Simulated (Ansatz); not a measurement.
**C3H6Cl2Si: density, localisation and related maps**

The calculation's input:

```
crystal:
  periodic: [false, false, false]
  atoms:
    - { symbol: C, position_ang: [-0.7994, -0.8845, 1.3244] }
    - { symbol: Si, position_ang: [0.3419, 0.4498, 0.7271] }
    - { symbol: Cl, position_ang: [2.2306, -0.0172, 1.2808] }
    - { symbol: C, position_ang: [0.5372, -0.0908, -1.498] }
    - { symbol: C, position_ang: [0.2155, 1.1945, -0.8819] }
    - { symbol: Cl, position_ang: [-1.3302, 1.9841, -1.2591] }
    - { symbol: H, position_ang: [-0.5632, -1.826, 0.9244] }
    - { symbol: H, position_ang: [-1.8296, -0.5908, 0.9854] }
    - { symbol: H, position_ang: [-0.8454, -0.8878, 2.4472] }
    - { symbol: H, position_ang: [1.471, -0.5051, -1.4749] }
    - { symbol: H, position_ang: [-0.3323, -0.8491, -1.4835] }
    - { symbol: H, position_ang: [0.9807, 1.9675, -1.0578] }
basis:
  gaussian: { orbitals: def2-SVP }
hamiltonian:
  xc: pbe
relax:
  f_tol: 0.02
  max_steps: 50
output:
  orbitals: {}
```

Command:

```sh
ansatz run input.yaml --threads 2 --pin off --max-ram 3072MiB --backend cpu --events-out ev --progress --plain --runs-dir out
```

The fields are those of the run's last geometry, not of the input's.

Level of theory: RKS PBE/def2-SVP in Ansatz 0.2.0.

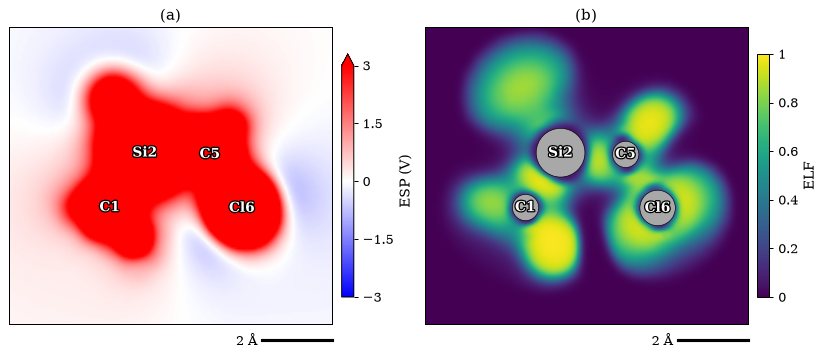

Figure 1. (a) molecular electrostatic potential; (b) electron localisation function on the plane of atoms C1, Si2 and C5. Grey discs cover the atomic cores in the ELF map.

**Interpret the plot.**

Atoms in the plane: C, Si and Cl.
C–Cl (1.79 Å): the ELF peaks at about 0.85 between the atoms: a shared electron pair.
C–Si (1.87 Å): the ELF peaks at about 0.95 between the atoms (a shared electron pair).
The ELF also peaks beside Cl6 and Cl3, away from the bonds: lone-pair regions.
Outside the dense part of the molecule the potential is most negative (−0.7 V) near Cl6.

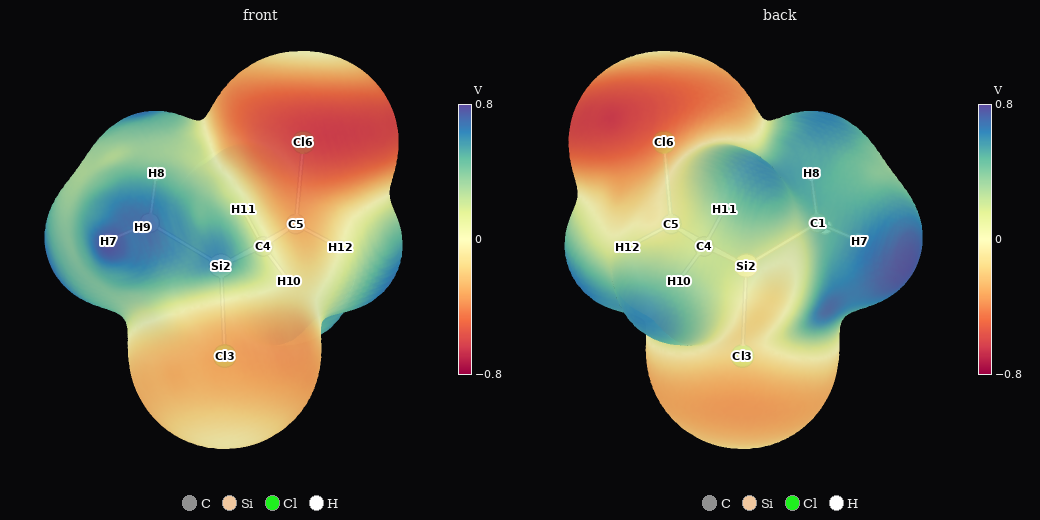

Figure 2. The molecular electrostatic potential painted on the density surface at 0.001 e/bohr³, seen from the front and from behind; red is negative and blue positive.

**Describe the electrostatic potential map.**

The most negative region (about −0.6 V) lies over Cl6, the most positive (about +0.8 V) over H7 and H9.

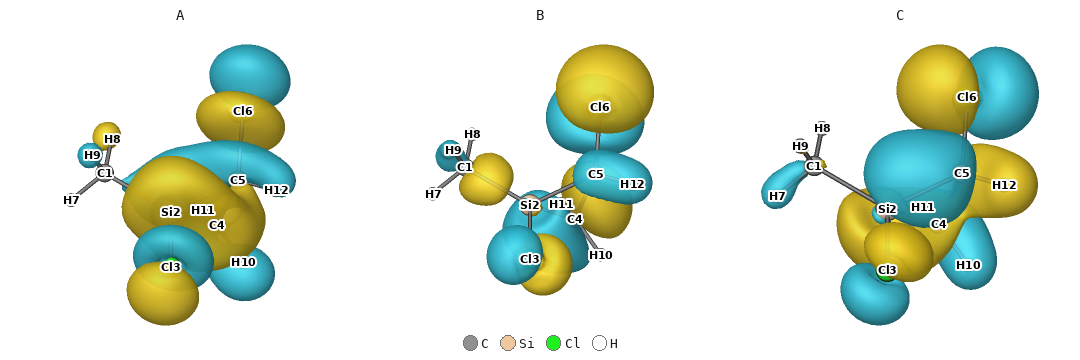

Figure 3. Three frontier orbitals at ±0.08 Å⁻³ᐟ² (yellow and cyan are the two phases), in no order.

**Order the three orbitals by energy and name them.**

B is the HOMO−1 (−6.46 eV). By Hirshfeld shares it lies mainly on Cl6 (about 50 %), C4 (about 20 %), C5 (about 10 %), Si2 (about 5 %) and Cl3 (about 5 %). C is the HOMO (−5.59 eV). It lies mainly on Cl6 (about 25 %), C5 (about 20 %), Si2 (about 20 %), C4 (about 15 %) and Cl3 (about 5 %). A is the LUMO (−0.78 eV). It lies mainly on Si2 (about 25 %), Cl6 (about 20 %), C5 (about 20 %), Cl3 (about 15 %) and C4 (about 5 %).

**What is the HOMO–LUMO gap?**

4.81 eV between the orbital energies.
